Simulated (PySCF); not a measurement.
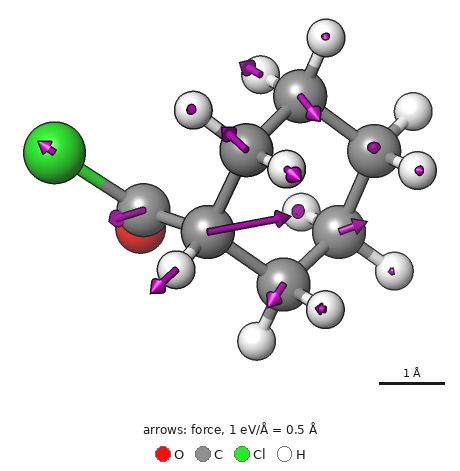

Starting geometry of C$_{7}$H$_{11}$ClO with the computed forces as purple arrows. A ball-and-stick model, seen at a tilt.

The start comes from GFN2-xTB. Its atoms were then displaced at random by about 0.01 Å.

Level of theory: PBE0-D3(BJ)/def2-SVP geometry optimisation, gas phase (PySCF). 

What follows when this structure is relaxed?

It isn't relaxed: the largest force vector, on a C atom, is 2.85 eV/Å. The final displacements follow the starting forces only in part (cosine between the two patterns 0.34). The atom that moves furthest after the best rigid fit is the O atom (0.11 Å). By element the largest moves are O 0.11 Å, H 0.08 Å, Cl 0.08 Å, C 0.05 Å. Among the contacts that change: C–H 1.063 → 1.105 Å, C–C 1.480 → 1.512 Å, C–Cl 1.773 → 1.804 Å, C–C 1.497 → 1.526 Å. Among the angles between lasting bonds that change: C–C–H 108.3° → 103.8°, O–C–C 131.3° → 127.7°, C–C–C 108.1° → 111.0°. Over 9 geometry steps the energy falls by 4.42 kcal/mol.
